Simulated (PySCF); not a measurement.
SMILES S[SiH2][SiH2]F at its PBE0/def2-SVP optimised geometry (Å):

```
9

F      1.7665    -1.9366    -0.1173
Si     1.1562    -0.4272     0.0000
Si    -1.1859    -0.4272     0.0000
S     -1.7486     1.6591     0.0000
H      1.6478     0.3628    -1.1691
H      1.6632     0.1869     1.2610
H     -1.7665    -1.1723    -1.1587
H     -1.7491    -0.9718     1.2694
H     -1.1645     1.9366    -1.1874
```

Computed with PBE0/def2-TZVP run with PySCF. Cells within 0.4 Å of a nucleus heavier than hydrogen are left out (blank, or x).

Map of the electrostatic potential (hartree/e), clipped to [-0.08, 0.12] on the plane z = 0.0 Å:

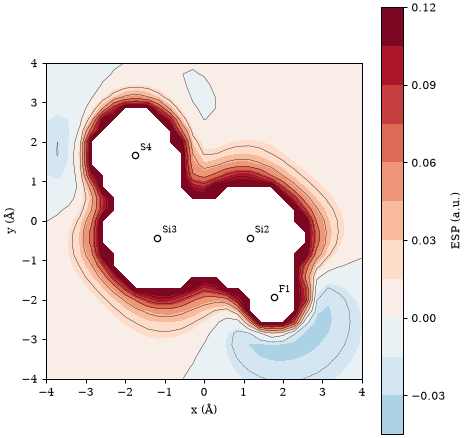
*Electrostatic potential (hartree/e), clipped to [-0.08, 0.12] on the plane z = 0.0 Å.*
